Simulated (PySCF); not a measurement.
# C₇H₁₂OSSi: what the fields show

```
atom    x (Å)    y (Å)    z (Å)
   C  -2.4671   0.8972  -1.5039
   C  -2.1582  -0.1703  -0.7835
  Si  -0.9332  -0.1668   0.6273
   S   0.2425   1.6324   0.8382
   C   1.1466   1.5174  -0.7623
   C   1.6192   0.1056  -0.8515
   C   3.0964  -0.1294  -0.8054
   O   0.8008  -0.8014  -0.8637
   C  -0.5068  -1.6353   1.7305
   C  -1.5593  -0.7091   2.3349
   H  -3.1731   0.8600  -2.3190
   H  -2.0328   1.8639  -1.3033
   H  -2.6289  -1.1162  -1.0115
   H   1.9481   2.2501  -0.7391
   H   0.4300   1.7463  -1.5510
   H   3.5865   0.3982  -1.6213
   H   3.3128  -1.1925  -0.8669
   H   3.4856   0.2690   0.1312
   H   0.4450  -1.6756   2.2387
   H  -0.8456  -2.6147   1.4328
   H  -1.2671  -0.1846   3.2318
   H  -2.5518  -1.1246   2.4164
```

Geometry: GFN2-xTB.

These are results of PBE0/pcSseg-1, SCF density, gas phase, non-relativistic in PySCF 2.14.0, not measurements.

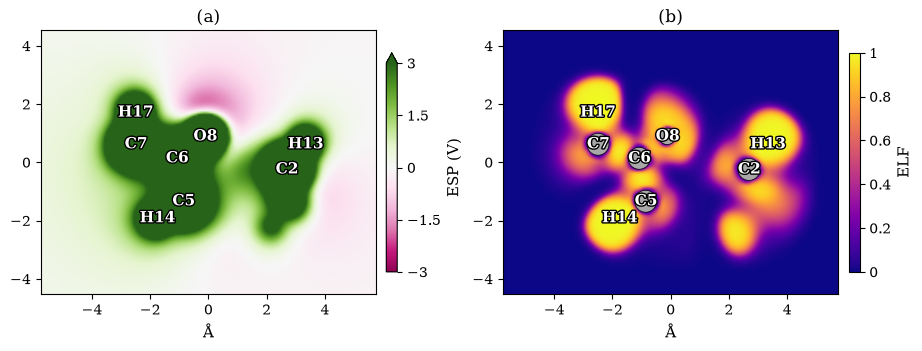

Figure 1. (a) molecular electrostatic potential; (b) electron localisation function on the plane of atoms C6, C5 and H14. Grey discs cover the atomic cores in the ELF map.

### Describe what can be read from this map.

- Atoms in the plane: C, O and H.
- C–O (1.22 Å): the ELF peaks at about 0.85 between the atoms: a multiple bond.
- C–H (1.08 Å): the ELF climbs to about 1 towards the hydrogen, as it does in any bond to H (a covalent bond by its length).
- C–C (1.49 Å): the ELF peaks at about 0.95 between the atoms (a shared electron pair).
- The ELF also peaks beside O8, away from the bonds: lone-pair regions.
- Outside the dense part of the molecule the potential is most negative (−1.8 V) near O8.

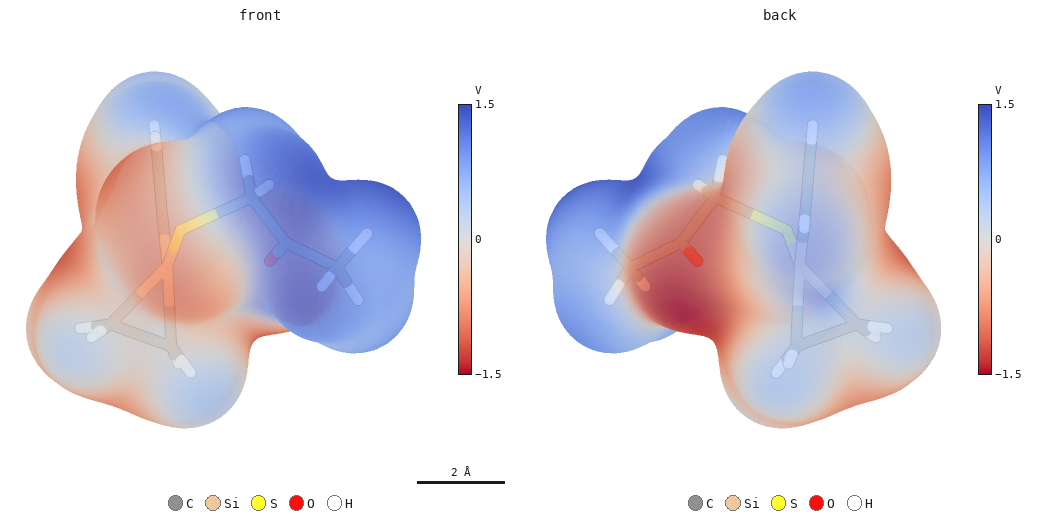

Figure 2. The electrostatic potential painted on the density surface at 0.002 e/bohr³, seen from the front and from behind; red is negative and blue positive.

### Describe the electrostatic potential map.

The most negative region (about −1.4 V) lies over O8, the most positive (about +1.4 V) over C5, C6, H14 and H16. O8 is the likeliest acceptor of a hydrogen bond.
